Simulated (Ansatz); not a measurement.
**CH7PSSi: one molecule under many settings**

Aim: run CH7PSSi under a spread of inputs, and see what each costs and gives.

Program: Ansatz 0.2.0, Gaussian basis. Level of theory: the settings change from run to run. These are calculated values, not measurements.

## Step 1: The molecule

The structure was relaxed beforehand with PBE0-D4 in a triple-zeta def2 set.

11 atoms, charge 0, spin multiplicity 1.

Atoms are counted from 1 here; the program's logs count them from 0.

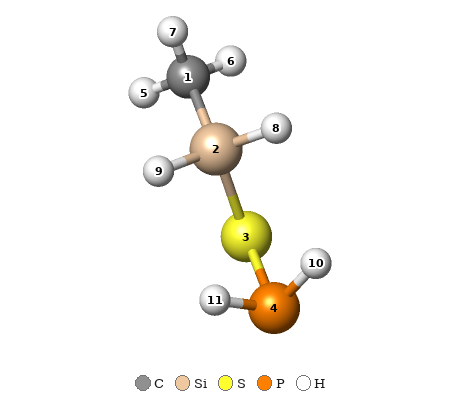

The geometry (carbon grey, silicon light orange, sulfur yellow, phosphorus orange, hydrogen white); atoms are numbered from 1 in the order of the file.

## Step 2: HSE06/def2-SVPD

Options: charge +1, multiplicity 2, a grid of angular degree 47, a point charge of 2.00 e beside it, D3(BJ) with three-body dispersion, high accuracy, the search for lower states set to off.

Contents of in.yaml:

```yaml
crystal:
  periodic: [false, false, false]
  atoms:
    - {symbol: C, position_ang: [-0.906250, 1.819417, 0.142511]}
    - {symbol: Si, position_ang: [0.187084, 0.310430, 0.093558]}
    - {symbol: S, position_ang: [-0.998435, -1.385534, -0.456098]}
    - {symbol: P, position_ang: [0.485103, -2.896025, -0.417844]}
    - {symbol: H, position_ang: [-1.706706, 1.696547, 0.874983]}
    - {symbol: H, position_ang: [-1.357005, 2.005664, -0.834458]}
    - {symbol: H, position_ang: [-0.319062, 2.698317, 0.421547]}
    - {symbol: H, position_ang: [1.282154, 0.466193, -0.902088]}
    - {symbol: H, position_ang: [0.805796, 0.045817, 1.420907]}
    - {symbol: H, position_ang: [1.503692, -2.230633, -1.155248]}
    - {symbol: H, position_ang: [1.089031, -2.587192, 0.832729]}
basis:
  gaussian: {orbitals: def2-SVPD, final_grid: {core_spheres: 20, valence_spheres: 16, degree: 47}, point_charges: [{charge: 2.00, position_ang: [4.367, 0.751, -0.033]}]}
total_charge: 1
magnetization: {spin_polarized: true, initial_magnetization: 1}
hamiltonian: {xc: {name: HSE06}, dispersion: d3bjatm}
accuracy: high
scf: {lower_state_search: off}
output: {forces: true}
```

Run with:

```
$ ansatz run in.yaml --threads 4 --pin off --events-out ev --progress --plain --max-ram 10444MiB
```

The log of the run, shortened:

```text
Functional definition: HSE06
  name "HSE06"
  cite "Heyd, Scuseria & Ernzerhof, J. Chem. Phys. 118, 8207 (2003) doi:10.1063/1.1564060"
  cite "Krukau, Vydrov, Izmaylov & Scuseria, J. Chem. Phys. 125, 224106 (2006) doi:10.1063/1.2404663"
  cite "Heyd & Scuseria, J. Chem. Phys. 120, 7274 (2004) doi:10.1063/1.1668634"
  cite "Ernzerhof & Perdew, J. Chem. Phys. 109, 3313 (1998) doi:10.1063/1.476928"
  cite "Perdew, Burke & Ernzerhof, Phys. Rev. Lett. 77, 3865 (1996) doi:10.1103/PhysRevLett.77.3865"
  parent pbe
[...]
  # The whole range is PBE's own exchange, as in plane waves. The composition of these papers is wPBEh.
[...]
2986 factors; integrals over basis functions are off by at most 3.7e-9 eV
166 factors; integrals over basis functions are off by at most 1.7e-9 eV
[...]
mean field -29117.78189230 eV, -1070.0587478007 hartree, gradient 2.8e-8 eV, S^2 0.757547; 0 other end points of the search recorded, 0 dependent functions left out
[...]
reference -29117.78189799 eV, -1070.0587480097 hartree; 29, 28 occupied and 122, 123 virtual orbitals, 2986 factors
Total energy: -29118.00085095 eV, -1070.0667943824 hartree
Atom 0 at    -0.906250     1.819417     0.142511 Å, force     0.133540    -0.439063    -0.266464 eV/Å
Atom 1 at     0.187084     0.310430     0.093558 Å, force    -0.309777     1.865116     0.504283 eV/Å
Atom 2 at    -0.998435    -1.385534    -0.456098 Å, force    -0.780486    -0.852923     0.064503 eV/Å
Atom 3 at     0.485103    -2.896025    -0.417844 Å, force     0.192388    -0.161415    -0.283118 eV/Å
Atom 4 at    -1.706706     1.696547     0.874983 Å, force    -0.217398    -0.075126     0.279363 eV/Å
Atom 5 at    -1.357005     2.005664    -0.834458 Å, force    -0.141875     0.056622    -0.303270 eV/Å
Atom 6 at    -0.319062     2.698317     0.421547 Å, force     0.244919     0.214555     0.142881 eV/Å
Atom 7 at     1.282154     0.466193    -0.902088 Å, force     0.870053    -0.076390    -0.397685 eV/Å
Atom 8 at     0.805796     0.045817     1.420907 Å, force     0.229637    -0.338018     0.015828 eV/Å
Atom 9 at     1.503692    -2.230633    -1.155248 Å, force     0.103520     0.141474    -0.184497 eV/Å
Atom 10 at     1.089031    -2.587192     0.832729 Å, force    -0.295376    -0.525568     0.501727 eV/Å
Dipole moment:    -0.670018    -0.539157     0.017851 e Å
Checks for a lower state left out: stability, starts, cluster_reference, orbital_swaps, neighbouring_geometries, increment
```

It took 10 s on 4 threads of Arm Neoverse V2, shared host; peak memory 0.87 GiB.

Largest force 1.957 eV/Å, ⟨S²⟩ 0.758.

## Step 3: r2SCAN50/def2-mTZVPP

Set apart from the defaults: D4 dispersion.

Edit in.yaml of step 2 so:

```diff
@@ -15,8 +15,3 @@
 basis:
-  gaussian: {orbitals: def2-SVPD, final_grid: {core_spheres: 20, valence_spheres: 16, degree: 47}, point_charges: [{charge: 2.00, position_ang: [4.367, 0.751, -0.033]}]}
-total_charge: 1
-magnetization: {spin_polarized: true, initial_magnetization: 1}
-hamiltonian: {xc: {name: HSE06}, dispersion: d3bjatm}
-accuracy: high
-scf: {lower_state_search: off}
-output: {forces: true}
+  gaussian: {orbitals: def2-mTZVPP}
+hamiltonian: {xc: {name: r2SCAN50}, dispersion: d4}
```

Launched as before.

The log of the run, shortened:

```text
Functional definition: r2SCAN50
  name "r2SCAN50"
  cite "Bursch, Neugebauer, Ehlert & Grimme, J. Chem. Phys. 156, 134105 (2022) doi:10.1063/5.0086040"
  cite "Furness, Kaplan, Ning, Perdew & Sun, J. Phys. Chem. Lett. 11, 8208 (2020) doi:10.1021/acs.jpclett.0c02405"
  cite "Furness, Kaplan, Ning, Perdew & Sun, J. Phys. Chem. Lett. 11, 9248 (2020) doi:10.1021/acs.jpclett.0c03077"
  parent r2scan
[...]
1421 factors; their error is unknown
[...]
mean field -29151.37052960 eV, -1071.2931074540 hartree, gradient 8.6e-6 eV, S^2 0.000000; 0 other end points of the search recorded, 0 dependent functions left out
reference -29151.37053652 eV, -1071.2931077085 hartree; 29, 29 occupied and 106, 106 virtual orbitals, 1421 factors
Total energy: -29151.46303222 eV, -1071.2965068628 hartree
```

Run time: 2.4 s. Hardware: 4 threads of Arm Neoverse V2, shared host; peak memory 0.3 GiB.

## Step 4: r2SCANh/6-31++G**

Options: high accuracy.

Edit in.yaml of step 3 so:

```diff
@@ -15,3 +15,5 @@
 basis:
-  gaussian: {orbitals: def2-mTZVPP}
-hamiltonian: {xc: {name: r2SCAN50}, dispersion: d4}
+  gaussian: {orbitals: "6-31++G**"}
+hamiltonian: {xc: {name: r2SCANh}}
+accuracy: high
+output: {forces: true}
```

Same command.

The log of the run, shortened:

```text
Functional definition: r2SCANh
  name "r2SCANh"
  cite "Bursch, Neugebauer, Ehlert & Grimme, J. Chem. Phys. 156, 134105 (2022) doi:10.1063/5.0086040"
  cite "Furness, Kaplan, Ning, Perdew & Sun, J. Phys. Chem. Lett. 11, 8208 (2020) doi:10.1021/acs.jpclett.0c02405"
  cite "Furness, Kaplan, Ning, Perdew & Sun, J. Phys. Chem. Lett. 11, 9248 (2020) doi:10.1021/acs.jpclett.0c03077"
  parent r2scan
[...]
2774 factors; integrals over basis functions are off by at most 5.0e-9 eV
[...]
mean field -29149.70006204 eV, -1071.2317189037 hartree, gradient 3.4e-8 eV, S^2 0.000000; 0 other end points of the search recorded, 0 dependent functions left out
[...]
reference -29149.70006445 eV, -1071.2317189921 hartree; 29, 29 occupied and 101, 101 virtual orbitals, 2774 factors
Total energy: -29149.70006445 eV, -1071.2317189921 hartree
[...]
Atom 1 at     0.187084     0.310430     0.093558 Å, force     0.086327     0.117158     0.038585 eV/Å
Atom 2 at    -0.998435    -1.385534    -0.456098 Å, force    -0.242567     0.100538    -0.032062 eV/Å
Atom 3 at     0.485103    -2.896025    -0.417844 Å, force     0.165645    -0.287142    -0.016853 eV/Å
Atom 4 at    -1.706706     1.696547     0.874983 Å, force    -0.023437     0.020371     0.013473 eV/Å
Atom 5 at    -1.357005     2.005664    -0.834458 Å, force    -0.017816     0.025318    -0.013910 eV/Å
Atom 6 at    -0.319062     2.698317     0.421547 Å, force    -0.008095     0.032492     0.004087 eV/Å
Atom 7 at     1.282154     0.466193    -0.902088 Å, force     0.002111    -0.016482     0.015803 eV/Å
Atom 8 at     0.805796     0.045817     1.420907 Å, force     0.008840    -0.010030    -0.017638 eV/Å
Atom 9 at     1.503692    -2.230633    -1.155248 Å, force     0.027332    -0.004726    -0.007047 eV/Å
Atom 10 at     1.089031    -2.587192     0.832729 Å, force     0.023010    -0.009100     0.014367 eV/Å
Dipole moment:     0.254150     0.351249     0.116419 e Å
```

Wall time 11 s (4 threads of Arm Neoverse V2, shared host); peak memory 0.71 GiB.

Largest force 0.332 eV/Å, dipole 2.16 D.

## Step 5: B3LYP5/x2c-TZVPPall

Edit in.yaml of step 4 so:

```diff
@@ -15,5 +15,3 @@
 basis:
-  gaussian: {orbitals: "6-31++G**"}
-hamiltonian: {xc: {name: r2SCANh}}
-accuracy: high
-output: {forces: true}
+  gaussian: {orbitals: x2c-TZVPPall}
+hamiltonian: {xc: {name: B3LYP5}}
```

Same command.

The log of the run, shortened:

```text
Functional definition: B3LYP5
  name "B3LYP5"
  cite "Stephens, Devlin, Chabalowski & Frisch, J. Phys. Chem. 98, 11623 (1994) doi:10.1021/j100096a001"
  cite "Becke, Phys. Rev. A 38, 3098 (1988) doi:10.1103/PhysRevA.38.3098"
  cite "Lee, Yang & Parr, Phys. Rev. B 37, 785 (1988) doi:10.1103/PhysRevB.37.785"
  cite "Vosko, Wilk & Nusair, Can. J. Phys. 58, 1200 (1980) doi:10.1139/p80-159"
[...]
1498 factors; their error is unknown
[...]
mean field -29220.30769300 eV, -1073.8265014819 hartree, gradient 3.8e-5 eV, S^2 0.000000; 0 other end points of the search recorded, 0 dependent functions left out
reference -29220.30798200 eV, -1073.8265121025 hartree; 29, 29 occupied and 226, 226 virtual orbitals, 1498 factors
Total energy: -29220.30798200 eV, -1073.8265121025 hartree
Relativity: scalar
```

Wall time 2.6 s (4 threads of Arm Neoverse V2, shared host); peak memory 0.55 GiB.

## Step 6: CAM-B3LYP/x2c-TZVPPall

This run has D4 dispersion.

Edit in.yaml of step 5 so:

```diff
@@ -16,2 +16,3 @@
   gaussian: {orbitals: x2c-TZVPPall}
-hamiltonian: {xc: {name: B3LYP5}}
+hamiltonian: {xc: {name: CAM-B3LYP}, dispersion: d4}
+output: {forces: true}
```

Launched as before.

The log of the run, shortened:

```text
Functional definition: CAM-B3LYP
  name "CAM-B3LYP"
  cite "Yanai, Tew & Handy, Chem. Phys. Lett. 393, 51 (2004) doi:10.1016/j.cplett.2004.06.011"
  cite "Iikura, Tsuneda, Yanai & Hirao, J. Chem. Phys. 115, 3540 (2001) doi:10.1063/1.1383587"
  cite "Becke, Phys. Rev. A 38, 3098 (1988) doi:10.1103/PhysRevA.38.3098"
  cite "Lee, Yang & Parr, Phys. Rev. B 37, 785 (1988) doi:10.1103/PhysRevB.37.785"
  cite "Vosko, Wilk & Nusair, Can. J. Phys. 58, 1200 (1980) doi:10.1139/p80-159"
[...]
  # Exact exchange under (alpha + beta erf(omega r))/r, Becke's under what is left of 1/r.
[...]
1498 factors; their error is unknown
346 factors; integrals over basis functions are off by at most 1.2e-5 eV
[...]
mean field -29224.47598760 eV, -1073.9796834829 hartree, gradient 3.6e-5 eV, S^2 0.000000; 0 other end points of the search recorded, 0 dependent functions left out
[...]
Atom 1 at     0.187084     0.310430     0.093558 Å, force     0.105361     0.082164     0.036582 eV/Å
Atom 2 at    -0.998435    -1.385534    -0.456098 Å, force    -0.023515     0.074706     0.008775 eV/Å
Atom 3 at     0.485103    -2.896025    -0.417844 Å, force     0.234616     0.011402     0.051142 eV/Å
Atom 4 at    -1.706706     1.696547     0.874983 Å, force     0.066923     0.021999    -0.068818 eV/Å
Atom 5 at    -1.357005     2.005664    -0.834458 Å, force     0.034052    -0.007092     0.091938 eV/Å
Atom 6 at    -0.319062     2.698317     0.421547 Å, force    -0.066329    -0.070579    -0.026422 eV/Å
Atom 7 at     1.282154     0.466193    -0.902088 Å, force    -0.122341    -0.012332     0.116011 eV/Å
Atom 8 at     0.805796     0.045817     1.420907 Å, force    -0.067798     0.036172    -0.150240 eV/Å
Atom 9 at     1.503692    -2.230633    -1.155248 Å, force    -0.109729    -0.082673     0.067425 eV/Å
Atom 10 at     1.089031    -2.587192     0.832729 Å, force    -0.068739    -0.047947    -0.128730 eV/Å
Dipole moment:     0.167247     0.289393     0.087252 e Å
```

It took 4.7 s on 4 threads of Arm Neoverse V2, shared host; peak memory 0.92 GiB.

Largest force 0.240 eV/Å, dipole 1.66 D.

## Step 7: rPW86-PBE/aug-cc-pVDZ

Options: multiplicity 3.

Edit in.yaml of step 6 so:

```diff
@@ -15,4 +15,5 @@
 basis:
-  gaussian: {orbitals: x2c-TZVPPall}
-hamiltonian: {xc: {name: CAM-B3LYP}, dispersion: d4}
+  gaussian: {orbitals: aug-cc-pVDZ}
+magnetization: {spin_polarized: true, initial_magnetization: 2}
+hamiltonian: {xc: {name: rPW86-PBE}}
 output: {forces: true}
```

Launched as before.

The log of the run, shortened:

```text
Functional definition: rPW86-PBE
  name "rPW86-PBE"
  cite "Murray, Lee & Langreth, J. Chem. Theory Comput. 5, 2754 (2009) doi:10.1021/ct900365q"
  cite "Perdew, Burke & Ernzerhof, Phys. Rev. Lett. 77, 3865 (1996) doi:10.1103/PhysRevLett.77.3865"
  parent pbe
[...]
1679 factors; their error is unknown
[...]
mean field -29178.94544141 eV, -1072.3064667723 hartree, gradient 2.2e-5 eV, S^2 2.003970; 6 other end points of the search recorded, 0 dependent functions left out
[...]
reference -29178.94565090 eV, -1072.3064744709 hartree; 30, 28 occupied and 137, 139 virtual orbitals, 1679 factors
Total energy: -29178.94565090 eV, -1072.3064744709 hartree
Atom 0 at    -0.906250     1.819417     0.142511 Å, force    -0.135027     0.318112     0.037423 eV/Å
Atom 1 at     0.187084     0.310430     0.093558 Å, force     0.172828     0.570891    -0.364946 eV/Å
Atom 2 at    -0.998435    -1.385534    -0.456098 Å, force    -3.934365     2.726981     0.170810 eV/Å
Atom 3 at     0.485103    -2.896025    -0.417844 Å, force     3.763437    -3.328351    -0.163426 eV/Å
Atom 4 at    -1.706706     1.696547     0.874983 Å, force    -0.255610    -0.057055     0.206607 eV/Å
Atom 5 at    -1.357005     2.005664    -0.834458 Å, force    -0.143601     0.008295    -0.296085 eV/Å
Atom 6 at    -0.319062     2.698317     0.421547 Å, force     0.286118     0.415020     0.153775 eV/Å
Atom 7 at     1.282154     0.466193    -0.902088 Å, force     0.276657    -0.024646    -0.248022 eV/Å
Atom 8 at     0.805796     0.045817     1.420907 Å, force     0.053302    -0.185344     0.267360 eV/Å
Atom 9 at     1.503692    -2.230633    -1.155248 Å, force     0.168197     0.115840    -0.350617 eV/Å
Atom 10 at     1.089031    -2.587192     0.832729 Å, force    -0.251936    -0.559742     0.587121 eV/Å
Dipole moment:     0.008661     0.479916     0.116003 e Å
```

Run time: 33 s. Hardware: 4 threads of Arm Neoverse V2, shared host; peak memory 0.75 GiB.

Largest force 5.027 eV/Å, dipole 2.37 D, ⟨S²⟩ 2.004.

## Step 8: PBE0/aug-pcseg-2

Edit in.yaml of step 7 so:

```diff
@@ -15,5 +15,3 @@
 basis:
-  gaussian: {orbitals: aug-cc-pVDZ}
-magnetization: {spin_polarized: true, initial_magnetization: 2}
-hamiltonian: {xc: {name: rPW86-PBE}}
-output: {forces: true}
+  gaussian: {orbitals: aug-pcseg-2}
+hamiltonian: {xc: {name: PBE0}}
```

Launched as before.

The log of the run:

```text
Functional definition: PBE0
  name "PBE0"
  cite "Adamo & Barone, J. Chem. Phys. 110, 6158 (1999) doi:10.1063/1.478522"
  cite "Perdew, Burke & Ernzerhof, Phys. Rev. Lett. 77, 3865 (1996) doi:10.1103/PhysRevLett.77.3865"
  parent pbe
  parameter a = 0.25
  parameter kappa = 0.804
  parameter beta = 0.06672455060314922
  exchange = (1 - a)*pbe_x(kappa = kappa, mu = beta*pi^2/3) + a*exact_x
  correlation = pbe_c(beta = beta)
1649 factors; their error is unknown
mean field evaluation 1: about -29137.6224 eV, gradient 5.2e1 eV
mean field evaluation 2: about -29135.4291 eV, gradient 5.5e1 eV
mean field evaluation 4: about -29143.7794 eV, gradient 2.9e0 eV
mean field evaluation 8: about -29143.8055 eV, gradient 4.5e-2 eV
mean field evaluation 16: about -29143.9342 eV, gradient 4.3e-5 eV
mean field -29143.93418368 eV, -1071.0198267821 hartree, gradient 4.3e-5 eV, S^2 0.000000; 0 other end points of the search recorded, 0 dependent functions left out
reference -29143.93423791 eV, -1071.0198287749 hartree; 29, 29 occupied and 328, 328 virtual orbitals, 1649 factors
Total energy: -29143.93423791 eV, -1071.0198287749 hartree
```

Run time: 6 s. Hardware: 4 threads of Arm Neoverse V2, shared host; peak memory 0.98 GiB.

## Step 9: B2PLYP/STO-3G

This run has finite nuclei.

Edit in.yaml of step 8 so:

```diff
@@ -15,3 +15,4 @@
 basis:
-  gaussian: {orbitals: aug-pcseg-2}
-hamiltonian: {xc: {name: PBE0}}
+  gaussian: {orbitals: STO-3G, nuclear_model: gaussian}
+hamiltonian: {xc: {name: B2PLYP}}
+output: {forces: true}
```

Launched as before.

The log of the run, shortened:

```text
Functional definition: B2PLYP
  name "B2PLYP"
  cite "Grimme, J. Chem. Phys. 124, 034108 (2006) doi:10.1063/1.2148954"
  cite "Becke, Phys. Rev. A 38, 3098 (1988) doi:10.1103/PhysRevA.38.3098"
  cite "Lee, Yang & Parr, Phys. Rev. B 37, 785 (1988) doi:10.1103/PhysRevB.37.785"
[...]
458 factors; integrals over basis functions are off by at most 3.4e-5 eV
[...]
mean field -28808.11024916 eV, -1058.6785248182 hartree, gradient 2.8e-6 eV, S^2 0.000000; 0 other end points of the search recorded, 0 dependent functions left out
16 core orbitals not correlated: weight in the atoms' cores, before any rotation towards them, 1.000 or more for the frozen orbitals, at most 0.000 for the correlated occupied ones
reference -28808.11037843 eV, -1058.6785295687 hartree; 13, 13 occupied and 10, 10 virtual orbitals, 458 factors
second order -5.21487469 eV of doubles, -0.00000000 eV of singles
[...]
Atom 1 at     0.187084     0.310430     0.093558 Å, force     0.978125    -0.650800     0.082145 eV/Å
Atom 2 at    -0.998435    -1.385534    -0.456098 Å, force    -0.061472     0.515879     0.079489 eV/Å
Atom 3 at     0.485103    -2.896025    -0.417844 Å, force     0.583011    -0.621190     0.010398 eV/Å
Atom 4 at    -1.706706     1.696547     0.874983 Å, force    -0.156503     0.045303     0.089283 eV/Å
Atom 5 at    -1.357005     2.005664    -0.834458 Å, force    -0.113177     0.082845    -0.121539 eV/Å
Atom 6 at    -0.319062     2.698317     0.421547 Å, force    -0.028114     0.201218     0.030699 eV/Å
Atom 7 at     1.282154     0.466193    -0.902088 Å, force    -0.709819     0.013494     0.772958 eV/Å
Atom 8 at     0.805796     0.045817     1.420907 Å, force    -0.360172     0.322051    -0.931066 eV/Å
Atom 9 at     1.503692    -2.230633    -1.155248 Å, force    -0.262803    -0.022234     0.303954 eV/Å
Atom 10 at     1.089031    -2.587192     0.832729 Å, force    -0.121534     0.098282    -0.370781 eV/Å
Dipole moment:     0.203961     0.212586     0.080657 e Å
```

Run time: 1.1 s. Hardware: 4 threads of Arm Neoverse V2, shared host.

Largest force 1.178 eV/Å, dipole 1.47 D.

## Step 10: BHLYP/def2-SVP

Options: charge +1, multiplicity 2, atoms shaken by 0.03 Å, D3(BJ) dispersion.

Contents of in.yaml:

```yaml
crystal:
  periodic: [false, false, false]
  atoms:
    - {symbol: C, position_ang: [-0.885794, 1.812536, 0.122379]}
    - {symbol: Si, position_ang: [0.160542, 0.266698, 0.116942]}
    - {symbol: S, position_ang: [-1.027068, -1.416195, -0.460476]}
    - {symbol: P, position_ang: [0.486882, -2.923981, -0.433525]}
    - {symbol: H, position_ang: [-1.736260, 1.731302, 0.905866]}
    - {symbol: H, position_ang: [-1.361740, 2.046438, -0.898389]}
    - {symbol: H, position_ang: [-0.325284, 2.728274, 0.452141]}
    - {symbol: H, position_ang: [1.256355, 0.439931, -0.894990]}
    - {symbol: H, position_ang: [0.774179, 0.070923, 1.448625]}
    - {symbol: H, position_ang: [1.537212, -2.290860, -1.192412]}
    - {symbol: H, position_ang: [1.071297, -2.587529, 0.845757]}
basis:
  gaussian: {orbitals: def2-SVP}
total_charge: 1
magnetization: {spin_polarized: true, initial_magnetization: 1}
hamiltonian: {xc: {name: BHLYP}, dispersion: d3bj}
```

The command is unchanged.

The log of the run:

```text
Functional definition: BHLYP
  name "BHLYP"
  cite "Becke, J. Chem. Phys. 98, 1372 (1993) doi:10.1063/1.464304"
  cite "Becke, Phys. Rev. A 38, 3098 (1988) doi:10.1103/PhysRevA.38.3098"
  cite "Lee, Yang & Parr, Phys. Rev. B 37, 785 (1988) doi:10.1103/PhysRevB.37.785"
  parameter a = 0.5
  exchange = (1 - a)*b88_x + a*exact_x
  correlation = lyp_c
995 factors; integrals over basis functions are off by at most 1.2e-3 eV
mean field evaluation 1: about -29127.3838 eV, gradient 3.3e1 eV
mean field evaluation 2: about -29118.3552 eV, gradient 4.5e1 eV
mean field evaluation 4: about -29133.4452 eV, gradient 2.7e0 eV
mean field evaluation 8: about -29133.5198 eV, gradient 1.7e-1 eV
mean field evaluation 16: about -29133.7750 eV, gradient 1.3e0 eV
mean field -29133.80634707 eV, -1070.6476356515 hartree, gradient 1.8e-5 eV, S^2 0.756461; 2 other end points of the search recorded, 0 dependent functions left out
reference -29133.80652715 eV, -1070.6476422695 hartree; 29, 28 occupied and 74, 75 virtual orbitals, 995 factors
Total energy: -29134.26030325 eV, -1070.6643182337 hartree
```

It took 3.2 s on 4 threads of Arm Neoverse V2, shared host; peak memory 0.3 GiB.

⟨S²⟩ 0.756.

## Step 11: All runs side by side

```csv
level,charge,multiplicity,geometry,functions,energy (eV),time
HSE06/def2-SVPD,1,2,"relaxed, point charge",151,-29118.001,10 s
r2SCAN50/def2-mTZVPP,0,1,relaxed,135,-29151.463,2.4 s
r2SCANh/6-31++G**,0,1,relaxed,130,-29149.700,11 s
B3LYP5/x2c-TZVPPall,0,1,relaxed,255,-29220.308,2.6 s
CAM-B3LYP/x2c-TZVPPall,0,1,relaxed,255,-29224.727,4.7 s
rPW86-PBE/aug-cc-pVDZ,0,3,relaxed,167,-29178.946,33 s
PBE0/aug-pcseg-2,0,1,relaxed,357,-29143.934,6 s
B2PLYP/STO-3G,0,1,relaxed,39,-28809.518,1.1 s
BHLYP/def2-SVP,1,2,shaken,103,-29134.260,3.2 s
```

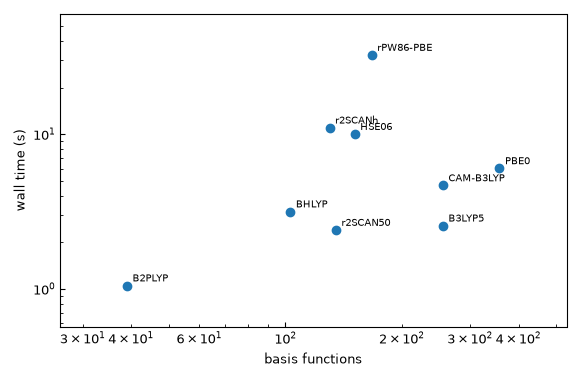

Wall time against the number of basis functions (shared host).

## Step 12: Outcome

| quantity | value |
| --- | --- |
| runs | 9 |
| quickest | B2PLYP/STO-3G, 1.1 s |
| slowest | rPW86-PBE/aug-cc-pVDZ, 33 s |
| spread of total energies, same state and geometry | 415.2 eV |
| dipole, same state and geometry | 1.47 to 2.16 D |

**Reading.** rPW86-PBE/aug-cc-pVDZ took 31 times as long as B2PLYP/STO-3G. The jobs differ in tasks and options as well as level. The totals spread over 415 eV; they can't be compared across methods or bases. Some of these runs are scalar-relativistic and others not, which shifts the totals of all-electron atoms past neon by several eV an atom and more; core potentials, where a basis has them, take the core out of the total altogether. At the PBE0-D4/def2-TZVP geometry and in the same state, the sound runs without point charges leave forces up to 1.18 eV/Å (B2PLYP/STO-3G). At that geometry and state the dipole changes by 47 % between the lowest and highest value.
